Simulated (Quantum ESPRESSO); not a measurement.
## InP (F-43m): the LO frequency by hand

Aim: work out the LO frequency and the static dielectric constant of InP (F-43m) from one linear-response run, then check them.

Program: Quantum ESPRESSO 7.5. Level of theory: DFT LDA, scalar-relativistic, plane waves, PseudoDojo norm-conserving pseudopotentials. Results are calculated unless marked as measured.

The database entry behind the starting cell differs from later determinations by our own check (0.1 to 0.3 % short, probably kX units), so it need not match the best structure at ambient conditions.

## Step 1: Set-up

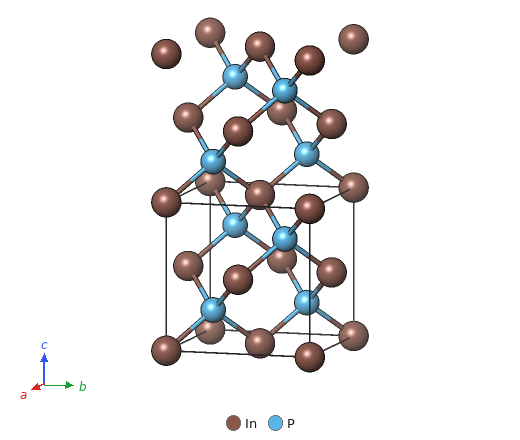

The cell as given, slightly off an axis (indium brown, phosphorus blue). 1×1×2 cells are drawn. This picture shows the conventional cell, with its axes. Bonds to atoms that aren't drawn are left out. Some periodic images of atoms are drawn too.

This is the cell after its relaxation at this level of theory, not the database cell from which that began.

## Step 2: What the response run gave

A linear-response run on the relaxed cell, with the response to an electric field; only its zone-centre results are used. Cutoff 77 Ry, k mesh 8×8×8 with shifts.

The log of the run:

```text
[banners, grids, parts of the stress and lines that vanish by symmetry left out]
Program PHONON v.7.5
     Reading xml data from directory:

[...]
Exchange-correlation= PW
                           (   1   4   0   0   0   0   0)
[...]
kinetic-energy cut-off    =      77.0000  Ry
     charge density cut-off    =     308.0000  Ry
     convergence threshold     =      1.0E-18
[...]
Exchange-correlation= PW
                           (   1   4   0   0   0   0   0)
[...]
q = (   0.0000000   0.0000000   0.0000000 )
     25 Sym.Ops. (with q -> -q+G )
     G cutoff =  944.5942  (  30467 G-vectors)     FFT grid: ( 45, 45, 45)
     number of k points=    60
[...]
Mode symmetry, T_d (-43m)  point group:
[...]
Dielectric constant
[...]
End of electric fields calculation
          Dielectric constant in cartesian axis
          (      11.530803361       0.000000000       0.000000000 )
          (      -0.000000000      11.530803361      -0.000000000 )
          (       0.000000000      -0.000000000      11.530803361 )
          Effective charges (d Force / dE) in cartesian axis without acoustic sum rule applied (asr)
           atom    1  In    Mean Z*:        2.46111
      Ex  (        2.46111        0.00000       -0.00000 )
      Ey  (       -0.00000        2.46111       -0.00000 )
      Ez  (       -0.00000        0.00000        2.46111 )
           atom    2  P     Mean Z*:       -2.46212
      Ex  (       -2.46212        0.00000        0.00000 )
      Ey  (        0.00000       -2.46212        0.00000 )
      Ez  (        0.00000        0.00000       -2.46212 )
          Effective charges Sum: Mean:       -0.00101
[...]
Effective charges (d Force / dE) in cartesian axis with asr applied:
           atom    1  In    Mean Z*:        2.46162
[...]
atom    2  P     Mean Z*:       -2.46162
[...]
Representation #   1 modes #   1   2   3
[...]
End of self-consistent calculation
     Convergence has been achieved
     Representation #   2 modes #   4   5   6
[...]
End of self-consistent calculation
     Convergence has been achieved
[...]
Dielectric constant in cartesian axis
          (      11.530803361       0.000000000       0.000000000 )
          (      -0.000000000      11.530803361      -0.000000000 )
          (       0.000000000      -0.000000000      11.530803361 )
          Effective charges (d Force / dE) in cartesian axis without acoustic sum rule applied (asr)
           atom    1  In    Mean Z*:        2.46111
      Ex  (        2.46111        0.00000       -0.00000 )
      Ey  (       -0.00000        2.46111       -0.00000 )
      Ez  (       -0.00000        0.00000        2.46111 )
           atom    2  P     Mean Z*:       -2.46212
      Ex  (       -2.46212        0.00000        0.00000 )
      Ey  (        0.00000       -2.46212        0.00000 )
      Ez  (        0.00000        0.00000       -2.46212 )
          Effective charges Sum: Mean:       -0.00101
[...]
Effective charges (d Force / dE) in cartesian axis with asr applied:
           atom    1  In    Mean Z*:        2.46162
[...]
atom    2  P     Mean Z*:       -2.46162
[...]
q = (    0.000000000   0.000000000   0.000000000 )
[...]
freq (    1) =       0.069018 [THz] =       2.302198 [cm-1]
     freq (    2) =       0.069018 [THz] =       2.302198 [cm-1]
     freq (    3) =       0.069018 [THz] =       2.302198 [cm-1]
     freq (    4) =       9.118279 [THz] =     304.153058 [cm-1]
     freq (    5) =       9.118279 [THz] =     304.153058 [cm-1]
     freq (    6) =       9.118279 [THz] =     304.153058 [cm-1]
[...]
Mode symmetry, T_d (-43m)  point group:
     freq (   1-   3) =          2.3  [cm-1]   --> T_2  G_15 P_4   I+R
     freq (   4-   6) =        304.2  [cm-1]   --> T_2  G_15 P_4   I+R

   JOB DONE.
```

```
                       quantity    value
             cell volume Ω (Å³)   49.354
                 mass of In (u)  114.818
                  mass of P (u)   30.974
     Born charge of In, raw (e)    2.461
      Born charge of P, raw (e)   -2.462
                             ε∞   11.531
ω(TO) after the sum rule (cm⁻¹)    304.1
```

## Step 3: The calculation

The charges must sum to zero over the cell; taking off their mean, 0.000 e, leaves Z* = 2.462 e on In. In the polar mode In moves against P, so the reduced mass is μ = 114.82 × 30.97 / 145.79 = 24.393 u.

A longitudinal wave builds up a field that adds to the restoring force: ω(LO)² = ω(TO)² + 4π Z*² / (μ Ω ε∞), in Hartree atomic units. With μ = 44466 electron masses and Ω = 333.06 bohr³ the second term is 4.4590e-07 Ha², or 21478 cm⁻² (1 Ha = 219474.6 cm⁻¹).

So ω(LO) = √(92507 + 21478) = 337.6 cm⁻¹, and by the Lyddane-Sachs-Teller relation ε₀ = ε∞ (ω(LO)/ω(TO))² = 14.21.

## Step 4: Check against the program

The analysis program adds the same non-analytic term to the full matrix, here for q along (1 0 0).

The log of the run:

```text
[banner, memory and clock lines left out]
Program DYNMAT v.7.5

     Reading Dynamical Matrix from file g.dyn
     ...Force constants read
     ...epsilon and Z* read

     Polarizability (A^3 units)
     multiply by 0.221716 for Clausius-Mossotti correction
        41.359618   -0.000000    0.000000
         0.000000   41.359618   -0.000000
         0.000000   -0.000000   41.359618

     IR activities are in (D/A)^2/amu units

# mode   [cm-1]    [THz]      IR
    1     -0.00   -0.0000    0.0000
    2     -0.00   -0.0000    0.0000
    3     -0.00   -0.0000    0.0000
    4    304.15    9.1182    5.7311
    5    304.15    9.1182    5.7311
    6    337.62   10.1215    5.7311
```

ε₀ comes from the program's run without a direction of q.

```csv
quantity,by hand,program
ω(LO) (cm⁻¹),337.6,337.6
ε₀,14.21,14.21
```

## Step 5: What came out

```
TO mode                    : 304.1 cm⁻¹
LO mode                    : 337.6 cm⁻¹
static dielectric constant : 14.21
```

In words: The LO mode of InP (F-43m) lies at 338 cm⁻¹, 33 cm⁻¹ above the TO mode; the formula meets the program within 0.1 cm⁻¹, as it must for a cubic crystal with one polar mode. ω(LO)² − ω(TO)² goes with Z*²/ε∞: an error of 5 % in ε∞ would move the LO mode by 1.5 cm⁻¹, and semilocal functionals tend to overestimate ε∞. These are harmonic values at zero temperature, at the volume of this functional, for the structure held cubic; stability elsewhere in the zone is no part of this calculation.

[Host names and launcher messages were left out of these logs when they were recorded.]

[Logs are printed without paths, hosts, clocks, repeated set-up lines and the standing remarks that a program may print on its own settings, such as how far it seeks lower states.]

[Hosts, paths, dates, database ids (printed as entryN), source tags and the programs' standing remarks are cut or masked in the printed files.]
